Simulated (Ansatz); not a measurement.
Calculation: PBE (plane waves to 420 eV, PAW; Ansatz, a program for electronic structure).

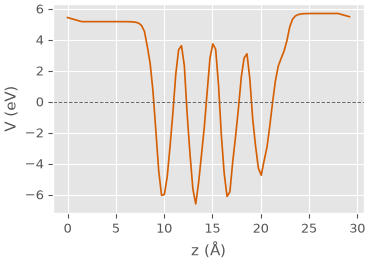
*Plane-averaged electrostatic potential energy along the normal, in eV from the highest filled level, for a constructed model of the (0001) surface of wurtzite CdS, Cd-terminated, 2x2 S adatom at H3 (bottom of the slab: 2 H on 4 bottom sites)*

Model: 35-atom slab, 13.4 Å thick at the start with caps and adatoms (thin: gaps and levels are the slab's own), 3x3x1 mesh, Fermi-Dirac 0.025 eV, dipole correction, 8 atoms held, the rest relaxed; symmetry of the start imposed; no spin, no spin-orbit, no U. In PBE it is, or lies within 0.01 eV a 1x1 cell of, the lowest of the 3 structures of its composition computed so far; subsurface sites and larger cells were not tried.

The vacuum level lies 5.69 eV above the highest filled level over the top face and 5.17 eV above it under the bottom face.
